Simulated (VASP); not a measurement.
Band structure of GaIn$_{3}$P$_{4}$ (ordered alloy cell). These are PBEsol GGA, VASP's PBE PAW potentials (set 64) (plane waves; VASP) values and carry that method's errors.

Unless said otherwise, spin-orbit coupling is left out, though it shifts the bands of the heavy elements here.

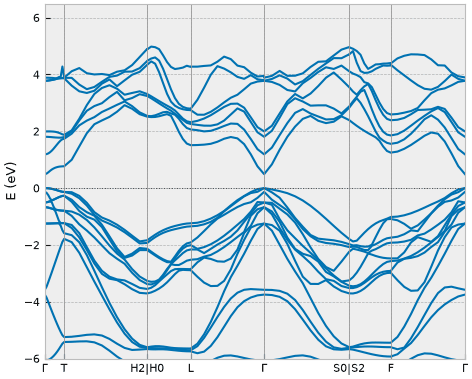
Bands along high-symmetry lines, zero at the valence-band maximum or, without a gap, the Fermi level

**Question.** Read the plot: is there a gap, and where are the band edges?

**Answer.** The gap is direct, 0.49 eV, from the valence maximum at Γ to the conduction minimum at Γ. (Edges off the drawn lines would not show.)

The structure was generated: GaIn3P4 was put into an ordered model structure (R3m), which need not be its known phase. It was relaxed first.
